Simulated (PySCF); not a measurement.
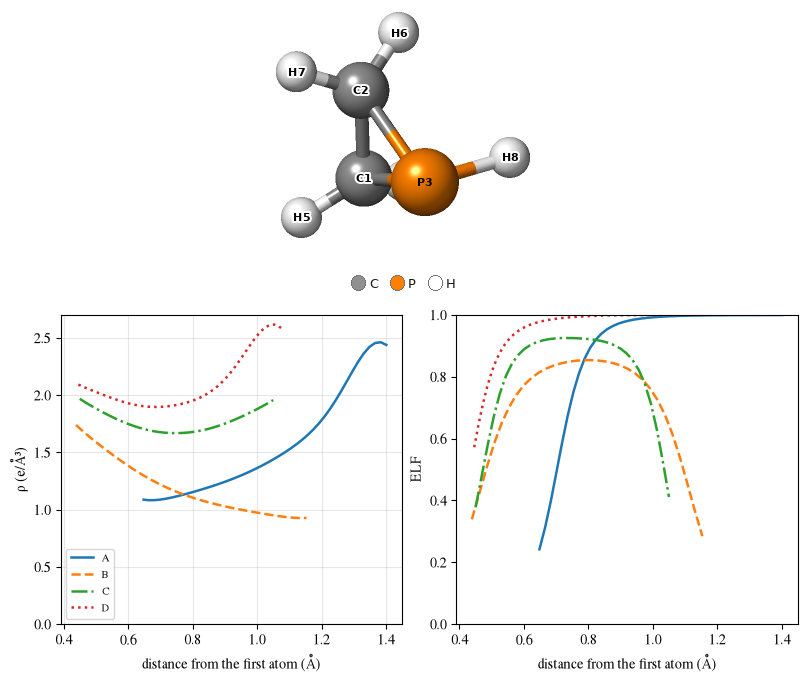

The picture shows: C2H5P (SMILES C1CP1). Electron density and ELF along straight lines between neighbouring atoms. The curves leave out the atomic cores. The structure is drawn too.

Geometry: GFN2-xTB.

Computed with CAM-B3LYP/def2-SVPD, SCF density, gas phase (PySCF).

```xyz
8

C    -0.0505    0.8173   -0.0311
C    -0.5640   -0.5919   -0.0150
P     1.0978   -0.4076   -0.7977
H     0.2434    1.2706    0.9049
H    -0.5275    1.5100   -0.7119
H    -0.6258   -1.1080    0.9327
H    -1.3785   -0.8279   -0.6875
H     1.8142   -0.6531    0.3810
```

### Which curve belongs to which contact (C–C, C–H, C–P and P–H)? The first atom named is at distance zero.

Curve A: P–H (1.40 Å): ρ is about 1.1 e/Å³ halfway; the ELF climbs to about 1 towards the hydrogen, as it does in any bond to H. Curve B: C–P (1.85 Å): the density is about 1 e/Å³ at the midpoint; the ELF peaks at about 0.85 between the atoms; a shared electron pair. Curve C: C–C (1.50 Å): ρ is about 1.7 e/Å³ halfway; the ELF peaks at about 0.95 between the atoms, as expected for localised, covalent bonding. Curve D: C–H (1.08 Å): the density is about 2 e/Å³ at the midpoint; the ELF climbs to about 1 towards the hydrogen (a covalent bond by its length).
